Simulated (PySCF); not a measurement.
**Cl$_{4}$H$_{2}$In$_{2}$S$_{2}$: density, localisation and related maps**

Input file:

```
{"job": {"kind": "uv", "xc": "PBE0", "basis": "def2-SVPD", "ip": true, "nstates": 10}, "charge": 0, "multiplicity": 1}
In     1.711805    -0.343092     0.228519
Cl     2.957123    -0.727626    -1.702074
Cl     2.533933    -0.351190     2.408447
S      0.387712     1.842289    -0.062637
In    -1.686179     0.329046    -0.227471
Cl    -2.932486     0.712025     1.702871
Cl    -2.508021     0.334429    -2.407551
S     -0.363452    -1.857906     0.063559
H      0.238384     2.028141     1.271791
H     -0.214159    -2.042875    -1.271044
```

Command:

```sh
OMP_NUM_THREADS=1 python probes_run.py task.json out
```

Geometry: PBE0-D3(BJ)/def2-SVP; core potentials replace the inner electrons of In.

Level of theory: PBE0/def2-SVPD, SCF density, gas phase, scalar-relativistic core potentials on the heavy atoms (PySCF 2.14.0).

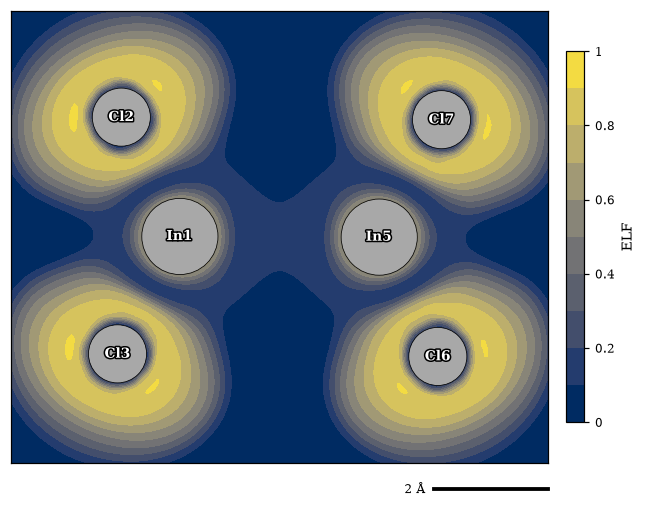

Figure 1. ELF on the plane of atoms Cl2, In1 and Cl3. Grey discs cover the atomic cores.

**What does the map show?**

Atoms in the plane: In and Cl. In–Cl (2.33 Å): the ELF peaks at about 0.80 in the valence shell of Cl, 0.8 Å from its nucleus, and drops to about 0.15 between the two atoms. The ELF also peaks beside Cl3, Cl6, Cl7 and Cl2, away from the bonds: lone-pair regions.

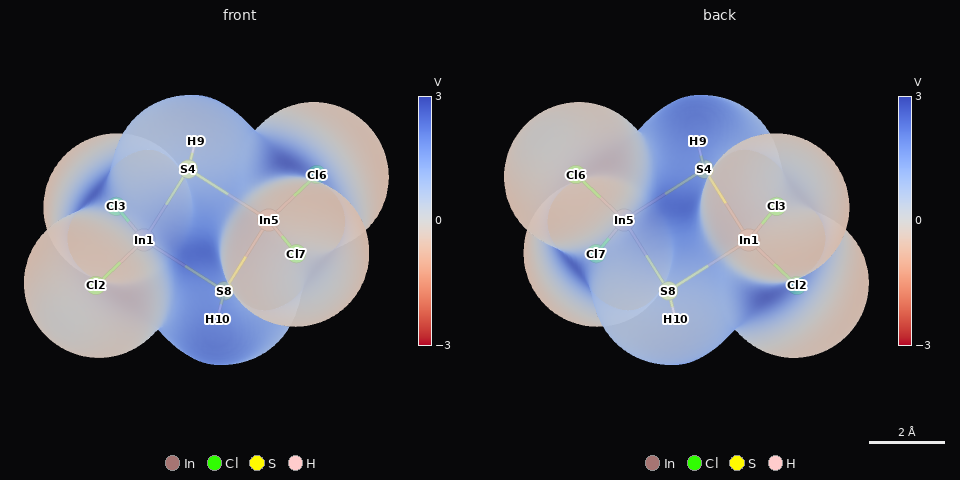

Figure 2. The molecular electrostatic potential painted on the density surface at 0.002 e/bohr³, seen from the front and from behind; the colour scale runs from red (negative) to blue (positive).

**Describe the electrostatic potential map.**

The most negative region (about −0.5 V, or −12 kcal/mol for a unit charge) lies over Cl2, Cl3, Cl6 and Cl7, the most positive (about +2.6 V, or +60 kcal/mol for a unit charge) over In1 and In5.
